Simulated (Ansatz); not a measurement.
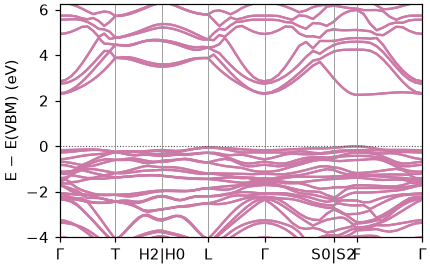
*Band structure from r²SCAN with spin–orbit coupling in the plane-wave PAW code Ansatz*

The gap is 2.25 eV; an edge lies off the plotted path or next to a special point (maximum off the standard path, minimum at F).

The material is TaAgO3 in space group R-3c (No. 167; Ta on 6b, Ag on 6a, O on 18e).

The first step of the workflow began from a Materials Project structure, measured or hypothetical; the Crystallography Open Database copy checked does not list it. COD files the formula under space group No. 161. Whether it is the stable phase at ambient conditions was not checked. Symmetry was held in the r²SCAN relaxation; phonons show weakly imaginary modes. No spin polarisation was allowed.

Potentials: the later of the program's two PAW sets.
